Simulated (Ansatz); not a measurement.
These are PBE (plane waves to 420 eV, PAW; Ansatz, a quantum-chemistry and plane-wave program) values and carry that method's errors.

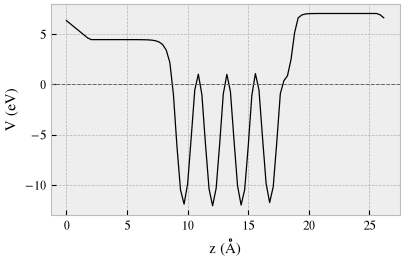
Figure: Electrostatic potential energy of an electron, averaged over planes parallel to the surface, in eV from the Fermi level, for F on the 1x1 (111) surface of fcc Ag, one in a 2x1 cell, started at the site 'hollow Ag-Ag-Ag over Ag at depth 2.4 Å'

Set-up: 9 atoms, 7.1 Å thick at the start under the adsorbate (thin: gaps and levels are the slab's own); mesh 6x12x1; 0.1 eV smearing; dipole correction on; 4 atoms held, the rest relaxed; start symmetry kept, larger cells not searched; no spin, no spin-orbit, no U, no dispersion correction. At the end it is bonded to 3 Ag. In PBE this state lies 0.04 eV over the lowest of the starts that converged ('bridge Ag-Ag (span 2.9 Å)').

Question: The surface cell has an area of 14.90 Å². What dipole along the normal does the step between the two vacuum levels imply?

Answer: the top vacuum level lies 2.60 eV above the bottom one; p = −ε₀ A ΔV (ε₀ = 0.005526 e/(V·Å)) gives -0.21 e·Å a cell.
